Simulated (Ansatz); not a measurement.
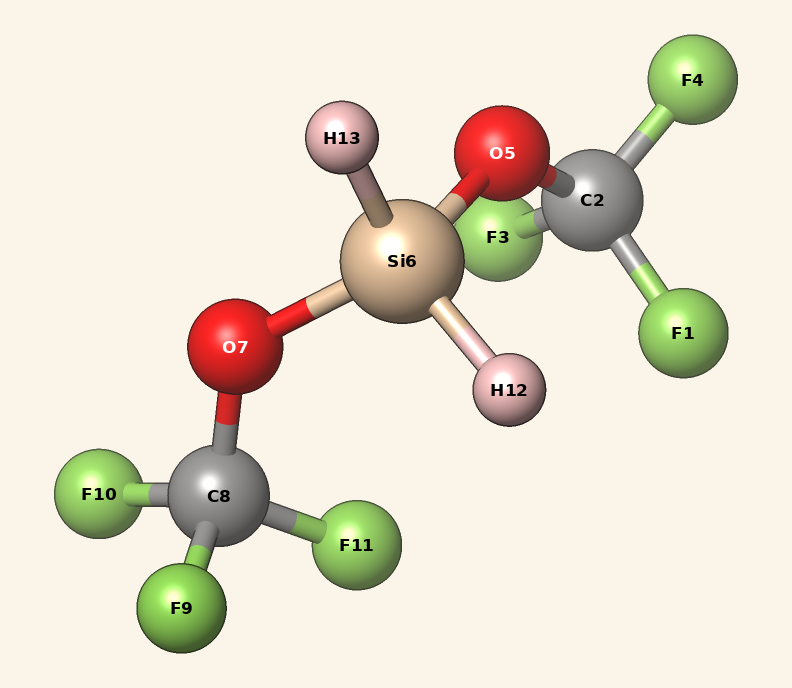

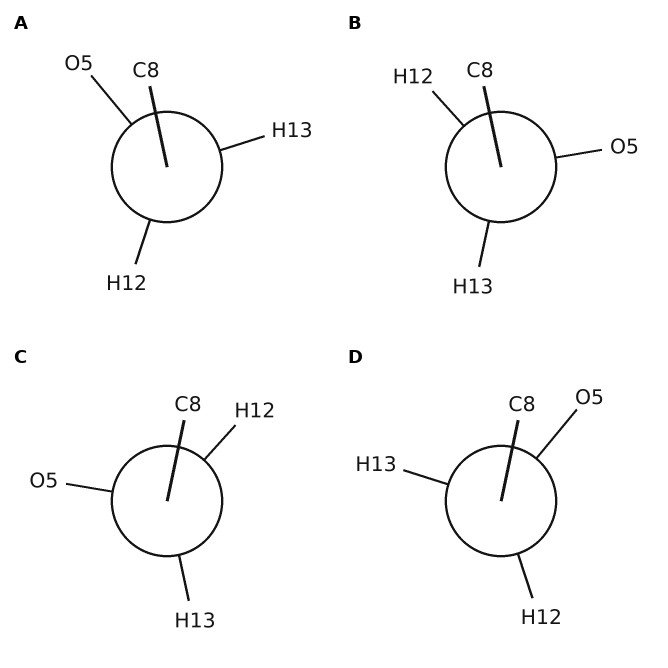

Atoms fade into the background with distance from the viewer. Bonds that would overlap in a projection are set slightly apart. Computed geometry: PBE0-D4/def2-TZVP optimisation.

**Which Newman projection shows the view along O7–Si6, with O7 in front?**

B. The torsion angle C8–O7–Si6–O5 is 92°, about perpendicular.
